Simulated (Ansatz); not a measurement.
**CH3BFN: ionisation energy by level of theory**

Aim: the vertical ionisation energy of CH3BFN, as cation minus neutral at the neutral's geometry, on several levels, and how well −ε(HOMO) stands in for it.

Program: Ansatz 0.2.0, Gaussian basis. Level of theory: unrestricted cation, the program's frozen cores in correlated methods. These are calculated values, not measurements.

Plan: UKS PBE-D4/def2-TZVPP; UKS r2SCAN-D4/def2-TZVPP; UKS PBE0-D4/def2-TZVPP; UKS B3LYP-D4/def2-TZVPP; UKS wB97X-V/def2-TZVPP; UKS wB97M-V/def2-TZVPP; UKS B2PLYP/def2-TZVPP; UHF-CCSD(T)/def2-TZVPP; UHF-MP2/def2-QZVPP; extrapolation to the limit; then −ε(HOMO) from the neutral's earlier runs with LDA (SPW92), PBE-D4, revPBE-D4, BLYP-D4, r2SCAN-D4, B97M-V, PBE0-D4, B3LYP-D4, r2SCANh-D4, r2SCAN0-D4, HSE06-D4, BHLYP-D4, CAM-B3LYP-D4, LC-ωPBE, ωB97X-V, ωB97M-V.

### 1 The geometry

All runs share one geometry, relaxed beforehand with PBE0-D4 in a triple-zeta def2 set.

7 atoms, charge 0, spin multiplicity 1.

Atoms are counted from 1 here; the program's logs count them from 0.

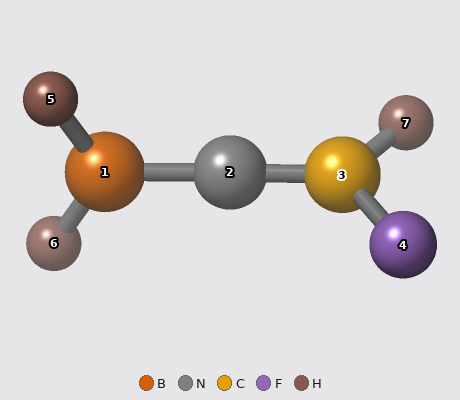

The structure; boron orange, nitrogen grey, carbon amber, fluorine purple, hydrogen brown; atoms are numbered from 1 in the order of the file.

### 2 Cation, UKS PBE-D4/def2-TZVPP

Contents of in.yaml:

```yaml
crystal:
  periodic: [false, false, false]
  atoms:
    - {symbol: B, position_ang: [-0.480509, 1.089814, 0.570995]}
    - {symbol: N, position_ang: [0.018623, -0.008609, -0.066170]}
    - {symbol: C, position_ang: [0.466851, -1.006940, -0.611614]}
    - {symbol: F, position_ang: [0.739970, -2.132138, 0.060493]}
    - {symbol: H, position_ang: [0.284416, 1.897205, 1.009758]}
    - {symbol: H, position_ang: [-1.666268, 1.214316, 0.659632]}
    - {symbol: H, position_ang: [0.698116, -1.121749, -1.668994]}
basis:
  gaussian: {orbitals: def2-TZVPP}
total_charge: 1
magnetization: {spin_polarized: true, initial_magnetization: 1}
hamiltonian: {xc: pbe, dispersion: d4}
```

The run is started by

```console
> ansatz run in.yaml --threads 2 --pin off --events-out ev --progress --plain --max-ram 4352MiB
```

The runs that follow: Cation, UKS r2SCAN-D4/def2-TZVPP; Cation, UKS PBE0-D4/def2-TZVPP; Cation, UKS B3LYP-D4/def2-TZVPP; Cation, UKS wB97X-V/def2-TZVPP; Cation, UKS wB97M-V/def2-TZVPP; Cation, UKS B2PLYP (frozen core)/def2-TZVPP; Cation, UHF-CCSD(T)/def2-TZVPP; Cation, UHF-MP2/def2-QZVPP.

**Question.** What will the summary of the whole plan be? Wanted: ionisation energy, CCSD(T)/CBS; nearest functional by difference; nearest −ε(HOMO); −ε(HOMO) of PBE; T1 of the cation.

**Answer**, as computed:

```
                        quantity               value
  ionisation energy, CCSD(T)/CBS            11.57 eV
nearest functional by difference   B2PLYP (-0.17 eV)
                nearest −ε(HOMO)  LC-ωPBE (-0.24 eV)
                 −ε(HOMO) of PBE             7.29 eV
                T1 of the cation               0.022
```

Energy differences with functionals land within 0.86 eV of the reference. The PBE orbital energy is 4.3 eV too small: a semilocal HOMO is no ionisation energy. Among orbital estimates LC-ωPBE comes nearest. Hartree-Fock falls 1.67 eV short, as the neutral has more correlation energy than the cation.
